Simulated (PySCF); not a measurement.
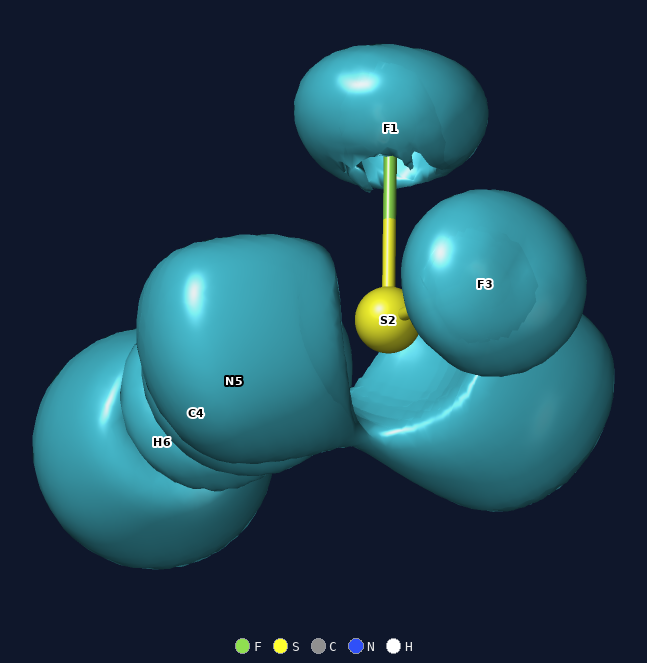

The picture shows: F$_{2}$S···HCN (SMILES FSF.C#N). Isosurface of the ELF at 0.8 (cyan), seen at an oblique angle. Core shells and regions of very low density are left out.

Geometry: PBE0-D3(BJ)/def2-TZVPD.

Level of theory: wB97M-D3(BJ)/def2-TZVPD, SCF density, gas phase (PySCF).

Input

```
{"job": {"kind": "inter", "xc": "wB97M-D3(BJ)", "basis": "def2-TZVPD", "pairs": false}, "charge": 0, "multiplicity": 1, "parts": [{"atoms": "0-2", "charge": 0, "multiplicity": 1}, {"atoms": "3-5", "charge": 0, "multiplicity": 1}]}
F     -0.342068    -0.896253    -0.255378
S      0.212622     0.529116     0.195525
F      1.528352     0.524462    -0.720721
C     -2.797993     0.353991     2.705504
N     -2.023615     0.458811     1.869908
H     -3.518430     0.250835     3.488397
```

Launched as:

```sh
OMP_NUM_THREADS=1 python cluster_run.py task.json out
```

Identify the bonds, lone pairs and shells in this picture.

The surface consists of one region between bonded C–N atoms (shared pairs), one region around a hydrogen nucleus, one lobe on N, pointing away from the bonds (lone pairs), two regions wrapped around F (its lone pairs, merged into a ring or cap) and one region wrapped around S (its lone pairs, merged into a ring or cap). Profiles from the grid: S2···N5 (2.79 Å): the ELF dips to about 0.05 between them. C–N (1.14 Å): the ELF peaks at about 0.85 between the atoms: a multiple bond.
